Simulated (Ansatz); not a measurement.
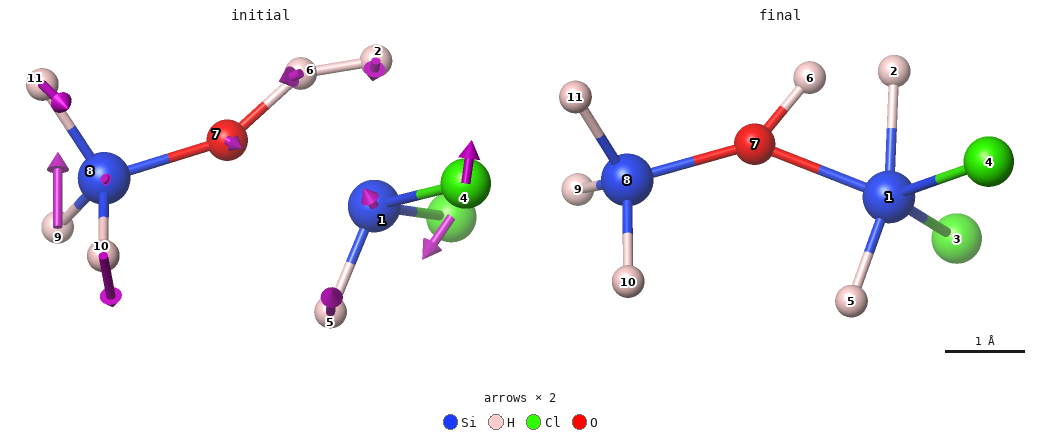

The structure of Si2H6OCl2 (coarse preliminary run) before (left) and after (right) a relaxation, at one scale. The purple arrows give the displacements, 2 times their true length.

The picture is a ball-and-stick view, seen face on.

The reaction that was planned forms Si1–O7, H2–H6 and breaks Si1–H2, H6–O7 (atoms numbered from 1 in input order).

Computed with RKS PBE0-D4/def2-SVP, partitioned rational-function steps on a Bofill-updated Hessian in Ansatz. 

> Summarise the run.

The largest move after the best rigid fit is that of H10, 0.56 Å. Largest moves by element: H 0.56 Å, Cl 0.34 Å, Si 0.16 Å, O 0.12 Å. Among the contacts that change: Si1–O7 2.065 → 1.849 Å, Si1–H2 1.876 → 1.681 Å, Si1–Si8 3.495 → 3.366 Å, H6–O7 1.282 → 1.155 Å. Bond angles that change, for instance: H6–O7–Si8 155.0° → 144.7°, Cl4–Si1–H5 103.7° → 99.4°, Cl3–Si1–H5 103.6° → 99.8°. Groups turn about O7–Si8 by about 45°.
